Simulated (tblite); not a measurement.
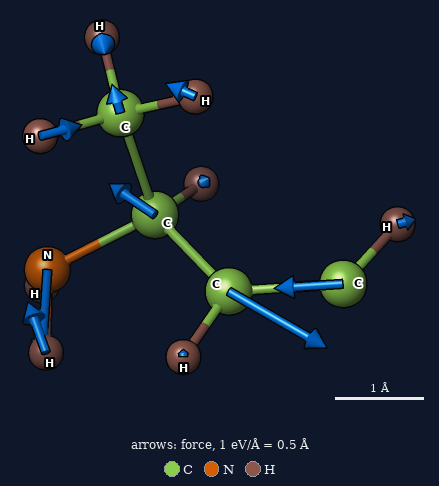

Starting geometry of C$_{4}$H$_{8}$N (multiplicity 2) with the computed forces as blue arrows. Style: ball-and-stick. Shown at a tilt.

Theory: GFN2-xTB geometry optimisation, gas phase in tblite 0.8.0. 

What follows when this structure is relaxed?

Answer. It isn't relaxed: the largest force vector, on a C atom, is 2.73 eV/Å. The final displacements have little in common with the starting forces (cosine between the two patterns 0.21). Over 92 geometry steps the energy falls by 11.1 kcal/mol. An H atom moves most after the best rigid fit: 0.78 Å. By element the largest moves are H 0.78 Å, C 0.37 Å, N 0.34 Å. Among the contacts that change: C–C 1.477 → 1.552 Å, H–N 1.054 → 1.014 Å, C–H 1.121 → 1.089 Å, C–C 1.317 → 1.287 Å. Bond angles that change, for instance: C–C–H 127.4° → 136.0°, C–N–H 106.3° → 111.2°, C–C–H 116.2° → 112.1°. Groups turn about C–N by about 50°, C–C by about 35°, C–C by about 25°. Cost: 0.71 s on 1 thread of Intel(R) Xeon(R) Platinum 8259CL CPU @ 2.50GHz, on a shared host.
